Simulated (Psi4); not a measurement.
**CH5Si (SMILES C[SiH2]) at UTPSS/aug-cc-pVDZ**

Aim: the vertical doublet–quartet gap of CH5Si at UTPSS/aug-cc-pVDZ, from 2 runs. 

The results are computed with Psi4 1.11.

1 further run of the same task is left out (it didn't finish).

## 1. The system as given

CH5Si: 7 atoms, total charge 0, spin state doublet. As SMILES, `C[SiH2]`. Geometry: relaxed at PBE0-D4/def2-TZVP.

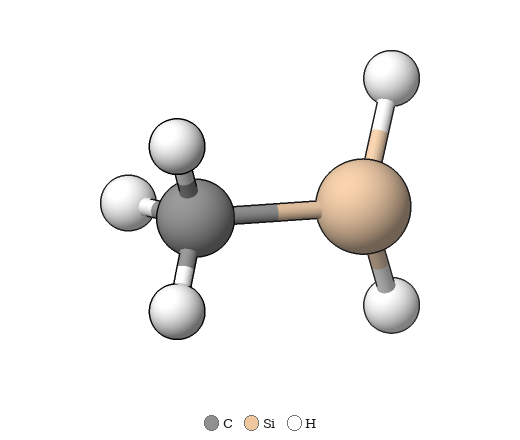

Viewed from a chosen angle; carbon grey, silicon light orange, hydrogen white.

## 2. Energy and forces at UTPSS/aug-cc-pVDZ

calc.dat reads:

```
memory 2200 mb

molecule m {
  0 2
  C
  Si 1 r2
  H 1 r3 2 a3
  H 1 r4 3 a4 2 d4
  H 1 r5 4 a5 3 d5
  H 2 r6 1 a6 5 d6
  H 2 r7 6 a7 1 d7

  r2 = 1.87494
  r3 = 1.094317
  a3 = 110.52863
  r4 = 1.091743
  a4 = 108.14509
  d4 = -121.48438
  r5 = 1.091674
  a5 = 108.25734
  d5 = 116.95988
  r6 = 1.490529
  a6 = 111.77425
  d6 = -58.24645
  r7 = 1.490422
  a7 = 109.46142
  d7 = 124.39949
  symmetry c1
  no_reorient
  no_com
}

set reference uks
set puream true
set e_convergence 1e-09
set d_convergence 1e-08
set scf_type pk
set dft_radial_points 99
set dft_spherical_points 590
set maxiter 100

energy_value, wavefunction = gradient('tpss/aug-cc-pVDZ', return_wfn=True)
oeprop(wavefunction, 'QUADRUPOLE', 'MAYER_INDICES', 'DIPOLE', title='TPSS')
```

Started as:

```console
psi4 calc.dat calc.out -n 1
```

calc.out:

```text
[...]
  Running in c1 symmetry.
[...]
  Nuclear repulsion =   55.683071782465383
[...]
  Multiplicity = 2
[...]
  Nalpha       = 13
  Nbeta        = 12
[...]
    Number of basis functions: 95
[...]
   @UKS iter   1:  -330.21856107035399   -1.74444e-01   8.71030e-03 ADIIS/DIIS
[...]
   @UKS iter  12:  -330.59080880501773   -3.75167e-12   4.49360e-09 DIIS
[...]
   @S^2 Observed:                7.523246935E-01
[...]
    Orbital Energies [Eh]
    ---------------------
    Alpha Occupied:
       1A    -65.698807     2A     -9.995477     3A     -5.119276
       4A     -3.498008     5A     -3.493136     6A     -3.493022
       7A     -0.657761     8A     -0.469978     9A     -0.379760
      10A     -0.377486    11A     -0.309849    12A     -0.301239
      13A     -0.182667
    Alpha Virtual:
      14A     -0.018876    15A      0.001750    16A      0.016069
      17A      0.017027    18A      0.026818    19A      0.028010
      20A      0.048729    21A      0.049173    22A      0.060020
      23A      0.078762    24A      0.080365    25A      0.089619
[...]
  @UKS Final Energy:  -330.59080880501773
   => Energetics <=
    Nuclear Repulsion Energy =             55.6830717824653831
    One-Electron Energy =                -565.5714133821570613
    Two-Electron Energy =                 207.5111889509525724
    DFT Exchange-Correlation Energy =     -28.2136561562786561
    Empirical Dispersion Energy =           0.0000000000000000
    VV10 Nonlocal Energy =                  0.0000000000000000
    Total Energy =                       -330.5908088050177298
[...]
  -Total Gradient:
     Atom            X                  Y                   Z
    ------   -----------------  -----------------  -----------------
       1       -0.000045414308     0.000438421325     0.001565759686
       2        0.000033201353     0.003500370681    -0.007370705849
       3        0.000006621002    -0.006436779606     0.002876797072
       4       -0.005330022622     0.002997012664     0.002869826084
       5        0.005362663901     0.003017563410     0.002882986051
       6        0.002908093488    -0.001747532560    -0.001407771601
       7       -0.002935159129    -0.001770062888    -0.001417016212
[...]
 Multipole Moments:
 ------------------------------------------------------------------------------------
     Multipole            Electronic (a.u.)      Nuclear  (a.u.)        Total (a.u.)
 ------------------------------------------------------------------------------------
 L = 1.  Multiply by 2.5417464519 to convert [e a0] to [Debye]
 Dipole X            :          0.0020866           -0.0019663            0.0001204
 Dipole Y            :         -1.0899199            1.1039403            0.0140204
 Dipole Z            :          2.0127212           -2.3714353           -0.3587140
 Magnitude           :                                                    0.3589879
 L = 2.  Multiply by 1.3450342976 to convert [e a0^2] to [Debye ang]
 Quadrupole XX       :        -32.8500530           16.1657401          -16.6843129
 Quadrupole XY       :         -0.0126118            0.0130643            0.0004525
[...]
```

It took 2.2 min on 1 thread of Intel Xeon Platinum 8259CL at 2.50GHz (Skylake/Cascade Lake), shared host; peak memory 1.4 GiB.

## 3. The quartet: a single-point energy at UTPSS/aug-cc-pVDZ

input.dat reads:

```
memory 2200 mb

molecule m {
  0 4
  C
  Si 1 R2
  H 1 R3 2 A3
  H 1 R4 3 A4 2 D4
  H 1 R5 4 A5 3 D5
  H 2 R6 1 A6 5 D6
  H 2 R7 6 A7 1 D7

  R2 = 1.87494
  R3 = 1.094317
  A3 = 110.52863
  R4 = 1.091743
  A4 = 108.14509
  D4 = -121.48438
  R5 = 1.091674
  A5 = 108.25734
  D5 = 116.95988
  R6 = 1.490529
  A6 = 111.77425
  D6 = -58.24645
  R7 = 1.490422
  A7 = 109.46142
  D7 = 124.39949
  symmetry c1
  no_reorient
  no_com
}

set basis aug-cc-pVDZ
set reference uks
set puream true
set e_convergence 1e-09
set d_convergence 1e-08
set scf_type pk
set dft_radial_points 99
set dft_spherical_points 590
set maxiter 100

e_tot, wfn = energy("tpss", return_wfn=True)
oeprop(wfn, "QUADRUPOLE", "MULLIKEN_CHARGES", "LOWDIN_CHARGES", title="TPSS")
```

Started as:

```console
psi4 input.dat output.dat -n 1
```

output.dat, cut to the lines that bear on the results:

```text
[...]
  Running in c1 symmetry.
[...]
  Nuclear repulsion =   55.683071782465383
[...]
  Multiplicity = 4
[...]
  Nalpha       = 14
  Nbeta        = 11
[...]
    Number of basis functions: 95
[...]
   @UKS iter   1:  -329.79158792581916    2.52529e-01   9.77221e-03 DIIS/ADIIS
[...]
   @UKS iter  18:  -330.31141715223447   -1.98952e-12   5.76719e-09 DIIS
[...]
   @S^2 Observed:                3.753772894E+00
[...]
  @UKS Final Energy:  -330.31141715223447
   => Energetics <=
    Nuclear Repulsion Energy =             55.6830717824653831
    One-Electron Energy =                -563.4824590607843220
    Two-Electron Energy =                 205.5614937177949457
    DFT Exchange-Correlation Energy =     -28.0735235917104937
    Empirical Dispersion Energy =           0.0000000000000000
    VV10 Nonlocal Energy =                  0.0000000000000000
    Total Energy =                       -330.3114171522344691
[...]
 Multipole Moments:
 ------------------------------------------------------------------------------------
     Multipole            Electronic (a.u.)      Nuclear  (a.u.)        Total (a.u.)
 ------------------------------------------------------------------------------------
 L = 1.  Multiply by 2.5417464519 to convert [e a0] to [Debye]
 Dipole X            :          0.0014747           -0.0019663           -0.0004916
 Dipole Y            :         -1.0268375            1.1039403            0.0771028
 Dipole Z            :          2.5113773           -2.3714353            0.1399420
 Magnitude           :                                                    0.1597775
 L = 2.  Multiply by 1.3450342976 to convert [e a0^2] to [Debye ang]
 Quadrupole XX       :        -38.5180769           16.1657401          -22.3523367
 Quadrupole XY       :         -0.0133393            0.0130643           -0.0002750
[...]
  Mulliken Charges: (a.u.)
   Center  Symbol    Alpha    Beta     Spin     Total
       1     C     2.75216  2.46650  0.28565  0.78134
       2    SI     7.90516  6.20636  1.69880 -0.11152
       3     H     0.81018  0.56026  0.24992 -0.37044
       4     H     0.74618  0.55924  0.18695 -0.30542
       5     H     0.74626  0.55950  0.18676 -0.30576
       6     H     0.52022  0.32399  0.19623  0.15578
       7     H     0.51984  0.32415  0.19569  0.15601
   Total alpha = 14.00000, Total beta = 11.00000, Total charge = -0.00000
  Lowdin Charges: (a.u.)
[...]
```

It took 2.9 min on 1 thread of Intel Xeon Platinum 8259CL at 2.50GHz (Skylake/Cascade Lake), shared host; peak memory 1.4 GiB.

## 4. Summary of results

At UTPSS/aug-cc-pVDZ:

| quantity | value |
| --- | --- |
| doublet: total energy | -330.59081 Eh |
| doublet: dipole moment | 0.91 D |
| doublet: HOMO energy (highest over α and β) | -4.97 eV |
| doublet: LUMO energy (lowest over α and β) | -3.07 eV |
| doublet: ⟨S²⟩ | 0.752 |
| doublet: largest force on an atom | 0.420 eV/Å |
| quartet: total energy | -330.31142 Eh |
| quartet: dipole moment | 0.41 D |
| quartet: HOMO energy (highest over α and β) | -1.80 eV |
| quartet: ⟨S²⟩ | 3.754 |
| vertical energy of the quartet above the doublet | 7.603 eV |

In words: At this shape the quartet lies 7.60 eV (175 kcal/mol) above the doublet. The largest force (doublet) is 0.42 eV/Å: the shape isn't a stationary point for this species at this level. Mulliken charges (quartet) run from -0.37 on H3 to +0.78 on C1; in a basis this large or diffuse they mean little.
